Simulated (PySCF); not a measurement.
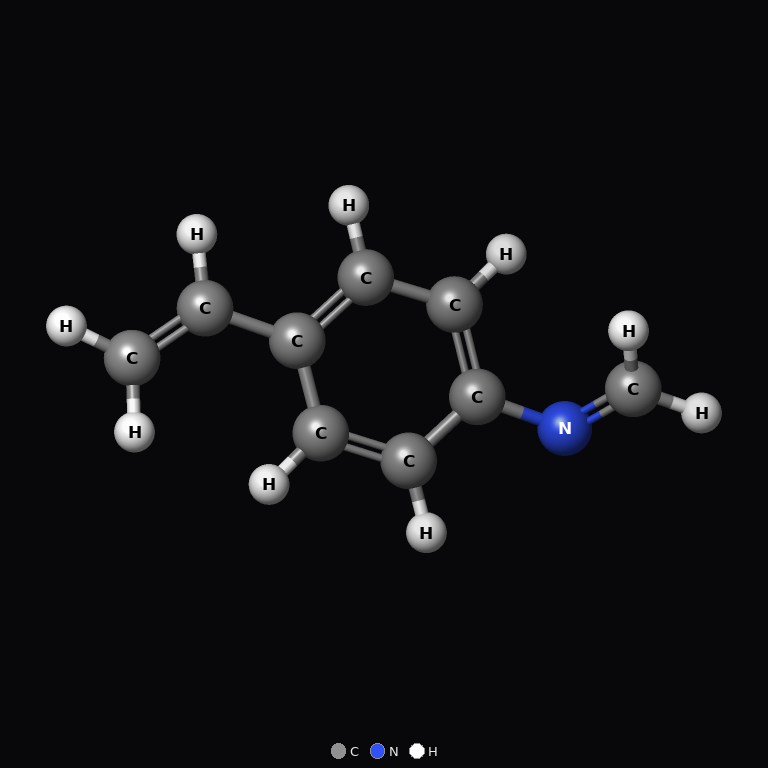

Multiple sticks mark multiple bonds (one Kekulé form).

Describe the molecule.

The molecule is C₉H₉N. As SMILES it reads `C=Cc1ccc(N=C)cc1`. Independent rings (smallest set): 1 of 6 members, 1 of them aromatic. Among its groups: alkene, imine. The point group is C1. Coordination: 9 C trigonal planar; 1 N bent.

More results for the same structure follow; atom numbers are the same in all pictures, views and colours differ. The geometry was computed by an optimisation with PBE0-D3(BJ)/def2-SVP. No frequency run is at hand to confirm it as a minimum.

## Electronic properties

No frequency run is at hand to confirm it as a minimum. Level of theory: PBE0/pcSseg-1 in dimethylsulfoxide (IEF-PCM) (PySCF 2.14.0).

Predict the main results.

- dipole moment: 2.19 D
- HOMO energy (Kohn–Sham orbital): −6.40 eV
- LUMO energy (Kohn–Sham orbital): −1.56 eV
- HOMO–LUMO gap: 4.84 eV

## Quadrupole coupling

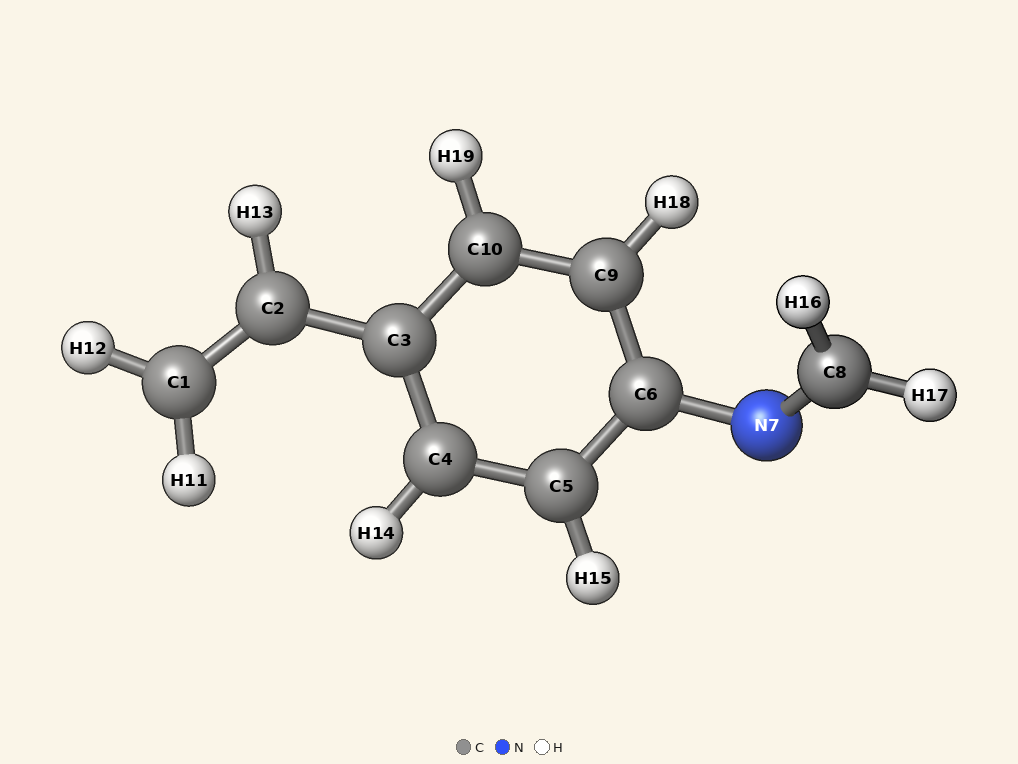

No frequency run is at hand to confirm it as a minimum. Electric field gradients from the ground-state density, PBE0/pcSseg-1 in cyclohexane (IEF-PCM) (PySCF 2.14.0), non-relativistic apart from any core potentials.

Give the largest field-gradient component, the quadrupole coupling constant and the asymmetry for 14N at N7 (Q = 20.44 mb).

| atom | V_zz (a.u.) | e²qQ/h (MHz) | η |
| --- | --- | --- | --- |
| N7 | −1.097 | −5.27 | 0.39 |

## NMR shielding

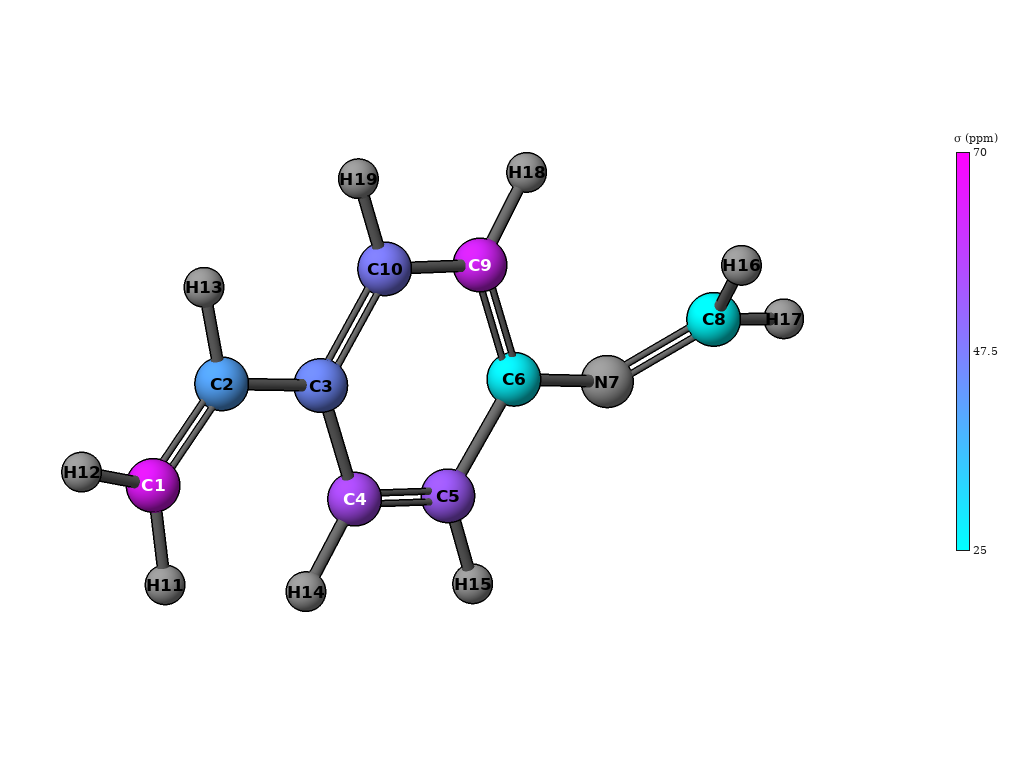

Atoms are coloured by their isotropic NMR shieldings (C only, the others grey). No frequency run is at hand to confirm it as a minimum. Level of theory: GIAO PBE0/pcSseg-1 NMR shielding, non-relativistic, IEF-PCM cyclohexane (PySCF 2.14.0).

List the isotropic NMR shieldings of the C atoms.

| atom | σ (ppm) |
| --- | --- |
| C1 | 65.4 |
| C2 | 40.4 |
| C3 | 45.2 |
| C4 | 56.2 |
| C5 | 53.5 |
| C6 | 26.6 |
| C8 | 25.3 |
| C9 | 63.4 |
| C10 | 47.5 |
